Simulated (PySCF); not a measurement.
**Run report: C₃H₈O₃S, NMR shielding calculation**

The run: NMR shielding calculation of C₃H₈O₃S (2-propanesulfonic acid), SMILES CC(C)S(=O)(=O)O. Method and program: GIAO PBE0/Sadlej pVTZ NMR shielding, non-relativistic, gas phase (PySCF 2.14.0).

The geometry comes from this level: GFN2-xTB. It belongs to a series of runs on one base structure; here: PBE0/Sadlej pVTZ; grid level 3; aux def2-universal-jkfit. Figures and captions count atoms from 1; the log counts them from 0 in places.

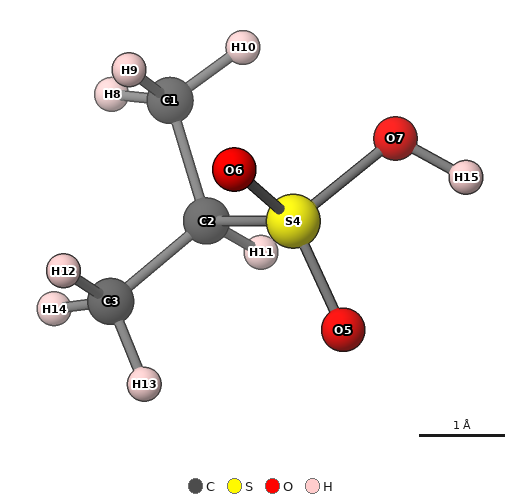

The structure (ball-and-stick view, seen at a tilt; atoms are numbered from 1 in the order of the input).

Input file:
```
{"job": {"kind": "nmr", "xc": "PBE0", "basis": "Sadlej pVTZ", "pop": true, "grid": 3, "scf": {"aux": "def2-universal-jkfit"}}, "charge": 0, "multiplicity": 1}
C      0.425101     1.460635    -0.246290
C      0.395804     0.079089     0.361867
C      1.439553    -0.866344    -0.192317
S     -1.200162    -0.652257    -0.088552
O     -1.394404    -1.909500     0.572812
O     -1.387138    -0.592120    -1.500989
O     -2.226610     0.391602     0.620273
H      1.391634     1.936353    -0.089446
H      0.236216     1.377982    -1.313999
H     -0.352592     2.081514     0.190827
H      0.402436     0.098775     1.449735
H      1.331816    -0.927327    -1.273053
H      1.293386    -1.860661     0.223227
H      2.444895    -0.523454     0.046374
H     -2.804350    -0.086296     1.217621
```

The first line tells a small driver script what to run in PySCF; the rest is the geometry in Å.

Hardware: 1 CPU thread, shared host.

Launched with:
```bash
OMP_NUM_THREADS=1 python <driver script> task.json out
```

Log:
```
final grid: 181944 points
cycle   1  E = -742.2648254571  dE =  1.691e+00  |g| = 1.197e+00  |ddm| = 2.126e+01
cycle   2  E = -741.7339216092  dE =  5.309e-01  |g| = 2.078e+00  |ddm| = 1.227e+01
cycle   3  E = -742.5212261554  dE = -7.873e-01  |g| = 2.521e-01  |ddm| = 8.770e+00
cycle   4  E = -742.5332809913  dE = -1.205e-02  |g| = 9.191e-02  |ddm| = 8.985e-01
cycle   5  E = -742.5346983228  dE = -1.417e-03  |g| = 2.966e-02  |ddm| = 2.222e-01
cycle   6  E = -742.5348934616  dE = -1.951e-04  |g| = 5.396e-03  |ddm| = 1.236e-01
cycle   7  E = -742.5348989233  dE = -5.462e-06  |g| = 2.384e-03  |ddm| = 2.218e-02
cycle   8  E = -742.5348999279  dE = -1.005e-06  |g| = 8.241e-04  |ddm| = 6.762e-03
cycle   9  E = -742.5349000575  dE = -1.296e-07  |g| = 1.916e-04  |ddm| = 2.438e-03
cycle  10  E = -742.5349000654  dE = -7.839e-09  |g| = 4.249e-05  |ddm| = 7.361e-04
cycle  11  E = -742.5349000658  dE = -4.047e-10  |g| = 1.153e-05  |ddm| = 1.797e-04
converged SCF energy = -742.5349000658

GIAO shielding tensors (ppm)
atom      isotropic    diamagn.    paramagn.     s11        s22        s33       span
  0 C      182.348     181.222       1.126    165.828    174.038    207.178     41.350
  1 C      131.456     188.041     -56.585    109.862    115.580    168.926     59.065
  2 C      183.225     192.934      -9.709    168.487    174.393    206.795     38.308
  3 S      187.221    1070.595    -883.375     58.752    170.608    332.302    273.550
  4 O      133.747     385.474    -251.727     94.358    124.862    182.020     87.662
  5 O      139.713     374.261    -234.548    110.721    127.237    181.182     70.461
  6 O      145.526     358.081    -212.555     45.344     90.187    301.047    255.703
  7 H       30.757      22.696       8.061     26.501     28.375     37.395     10.894
  8 H       30.318      25.435       4.882     26.828     29.717     34.408      7.580
  9 H       30.052      21.634       8.418     25.063     29.161     35.933     10.870
 10 H       28.348      35.699      -7.350     26.347     26.839     31.860      5.513
 11 H       30.622      27.434       3.188     27.115     29.570     35.182      8.067
 12 H       30.047      24.134       5.913     25.039     29.065     36.038     11.000
 13 H       30.798      25.685       5.113     26.705     28.302     37.387     10.683
 14 H       27.449      39.363     -11.914     22.187     23.431     36.730     14.543
```

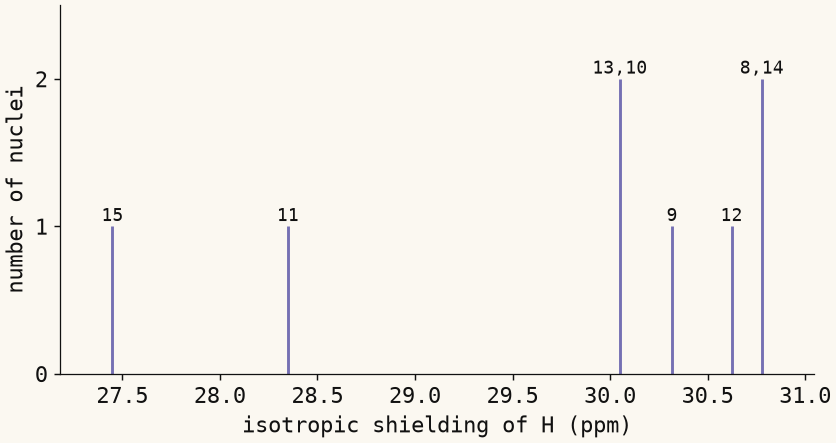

Isotropic shieldings of the hydrogen nuclei in this fixed geometry, labelled by atom number; shielding grows to the right, so chemical shift grows to the left. The least shielded is H15 (27.4 ppm), the most shielded H14 (30.8 ppm).

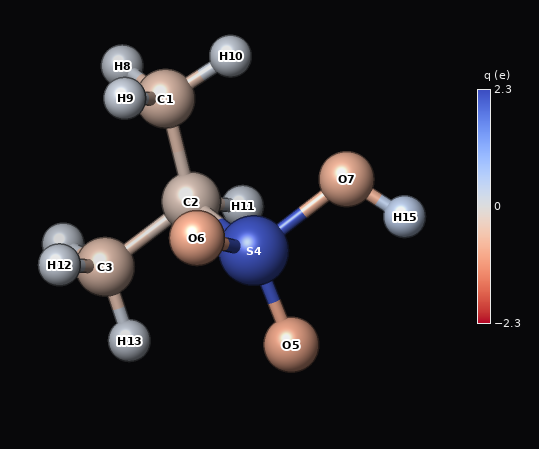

IAO charges, as the colour of each atom (ball-and-stick view, seen at a tilt; atoms are numbered from 1 in the order of the input). By element: C −0.45 to −0.27, S +2.14, O −0.89 to −0.75 and H +0.16 to +0.40 e.

Results in brief:

- outcome: converged
- total energy: −742.534900 hartree
- HOMO: −8.86 eV
- LUMO: −0.32 eV
- dipole moment: 3.66 D
- isotropic shielding, C: 131.5 to 183.2 ppm
- isotropic shielding, S: 187.2 ppm
- isotropic shielding, O: 133.7 to 145.5 ppm
- isotropic shielding, H: 27.4 to 30.8 ppm
- wall time: 84 s
- peak memory: 0.86 GiB

Notes:

Settings chosen away from the usual ones: PBE0/Sadlej pVTZ; grid level 3; aux def2-universal-jkfit.
